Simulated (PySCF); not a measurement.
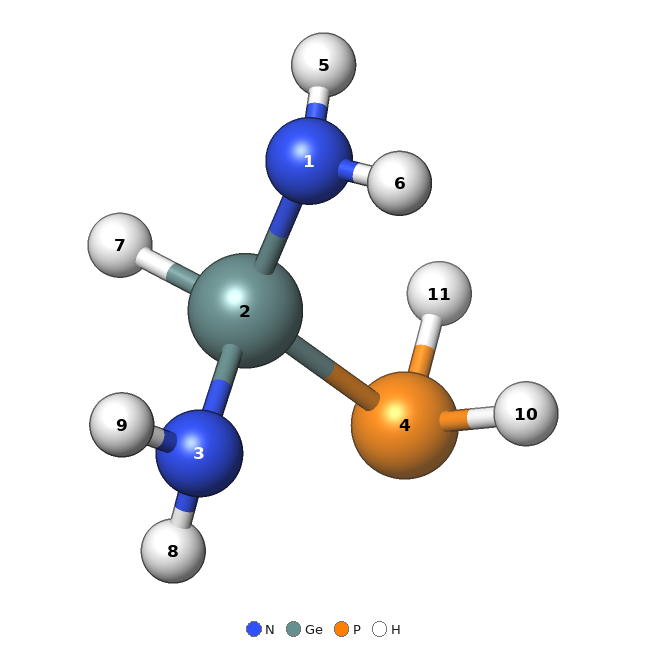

Numbered structure. The computed structure is the end point of a PBE0-D3(BJ)/def2-SVP optimisation. No frequency run is at hand to confirm it as a minimum.

**What is the geometry at N3?**

N3 has 3 neighbours (Ge2 at 1.83, H8 at 1.02, H9 at 1.02 Å); the arrangement is trigonal pyramidal.

**What is the geometry at Ge2?**

Ge2 has 4 neighbours (N1 at 1.83, N3 at 1.83, P4 at 2.33, H7 at 1.55 Å); the arrangement is tetrahedral.

**Describe the coordination of atom 4.**

P4 has 3 neighbours (Ge2 at 2.33, H10 at 1.43, H11 at 1.43 Å); the arrangement is trigonal pyramidal.

**How are the neighbours of atom 1 arranged?**

N1 has 3 neighbours (Ge2 at 1.83, H5 at 1.02, H6 at 1.02 Å); the arrangement is trigonal pyramidal.
